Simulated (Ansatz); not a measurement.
**Convergence study of the k-point mesh for AlNi (Cmm2, 2 atoms in the cell)**

```
CELL_PARAMETERS angstrom
      1.93288    -1.94733     0.00000
      1.93288     1.94733     0.00000
      0.00000     0.00000     3.09013
ATOMIC_POSITIONS crystal
  Al 0.00000 0.00000 0.01618
  Ni 0.50000 0.50000 0.50000
```

Method: PBEsol, PAW files made with PBE (plane waves; Ansatz, a quantum-chemistry and plane-wave program).

Base settings: basis.ecutwfc = 30.9 Ry; kpoints.mp_grid.grid = 12 12 11; hamiltonian.xc = pbesol; hamiltonian.pseudopotentials = {kind: paw} (the program's default PAW files); scf.occupations.method = gaussian; scf.occupations.width = 0.0073 Ry.

The second cell is the first with its lattice scaled by 0.98.

Only quantities that move along the ladder and can be compared are tabulated.

The count of work is k-points × plane waves × bands × iterations; it is no time. Core times come from one kind of shared machine, to one figure; runs under 30 s give none.

The starting cell comes from a database of computed structures (which also holds hypothetical and non-ambient phases and stackings), without a prior relaxation at this level. Its lattice was rescaled by up to half a per cent. One atom was moved a little off its site on purpose. Spin polarisation is off. Ansatz's pressure includes its estimate of the finite-basis (Pulay) stress.

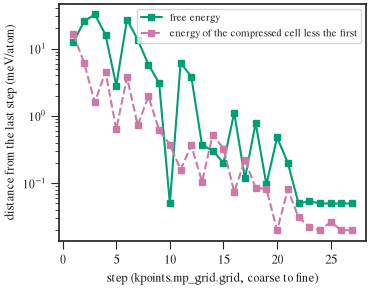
Figure: Distance from the last step along the ladder; very small values are drawn at a floor.

| kpoints.mp_grid.grid | free energy less the last step's (meV/atom) | energy of the compressed cell less the first (meV/atom) | pressure (GPa) | largest difference of a force vector from the last step's (eV/Å) | count of work / last | core time / last (rough) |
|---|---|---|---|---|---|---|
| 2 2 2 | 12.40 | 50.60 | 5.43 | 0.089 | 0.00073 | – |
| 3 3 2 | -25.44 | 28.16 | 0.82 | 0.024 | 0.00097 | – |
| 3 3 3 | 32.21 | 32.72 | 1.77 | 0.013 | 0.00097 | – |
| 4 4 3 | 16.06 | 38.84 | 3.11 | 0.003 | 0.0017 | – |
| 4 4 4 | 2.81 | 33.68 | 2.03 | 0.002 | 0.0033 | – |
| 5 5 4 | 26.84 | 38.05 | 2.99 | 0.006 | 0.0037 | – |
| 5 5 5 | 13.60 | 33.59 | 1.97 | 0.004 | 0.0033 | – |
| 6 6 5 | -5.80 | 32.37 | 1.74 | 0.001 | 0.0047 | – |
| 6 6 6 | -3.06 | 33.70 | 2.00 | 0.000 | 0.0063 | – |
| 7 7 6 | -0.02 | 33.94 | 2.02 | 0.002 | 0.0089 | – |
| 8 8 7 | 6.17 | 34.47 | 2.16 | 0.002 | 0.010 | – |
| 8 8 8 | 3.81 | 34.68 | 2.21 | 0.001 | 0.015 | – |
| 9 9 8 | -0.37 | 34.42 | 2.16 | 0.003 | 0.017 | – |
| 10 10 9 | 0.31 | 34.84 | 2.23 | 0.000 | 0.022 | – |
| 11 11 10 | -0.20 | 33.99 | 2.05 | 0.002 | 0.030 | – |
| 12 12 11 | -1.12 | 34.39 | 2.13 | 0.000 | 0.036 | – |
| 13 13 11 | -0.12 | 34.54 | 2.17 | 0.000 | 0.041 | – |
| 14 14 12 | -0.78 | 34.23 | 2.10 | 0.001 | 0.055 | – |
| 15 15 14 | 0.10 | 34.40 | 2.14 | 0.001 | 0.071 | – |
| 17 17 15 | -0.48 | 34.33 | 2.12 | 0.000 | 0.090 | – |
| 19 19 17 | 0.20 | 34.23 | 2.11 | 0.000 | 0.12 | – |
| 21 21 19 | -0.01 | 34.34 | 2.13 | 0.000 | 0.17 | 0.2 |
| 23 23 21 | 0.05 | 34.34 | 2.13 | 0.000 | 0.22 | – |
| 26 26 23 | -0.01 | 34.31 | 2.12 | 0.000 | 0.30 | 0.4 |
| 29 29 25 | 0.02 | 34.34 | 2.13 | 0.000 | 0.41 | 0.5 |
| 32 32 28 | -0.01 | 34.32 | 2.13 | 0.000 | 0.57 | 0.6 |
| 35 35 31 | 0.01 | 34.32 | 2.13 | 0.000 | 0.72 | 0.8 |
| 39 39 35 | 0.00 | 34.31 | 2.12 | 0.000 | 1.0 | 1 |

Coarsest kpoints.mp_grid.grid that holds the forces within 0.02 eV/Å of the last step, with all finer ones: 3 3 3, at 0.00097 of the last step's count of work; the step before is off by 0.024 eV/Å.

Coarsest kpoints.mp_grid.grid that holds the free energy within 2 meV/atom of the last step, with all finer ones: 9 9 8, at 0.017 of the last step's count of work; the step before is off by 3.8 meV/atom.

Coarsest kpoints.mp_grid.grid that holds the energy of the compressed cell less the first within 1 meV/atom of the last step, with all finer ones: 6 6 6, at 0.0063 of the last step's count of work; the step before is off by 1.9 meV/atom.

The energy difference between the two cells stays within 1 meV/atom of the last step's from 6 6 6 on, the total only from 13 13 11 on: much of the error is common to both cells and cancels.

Keys are those of Ansatz 0.2.
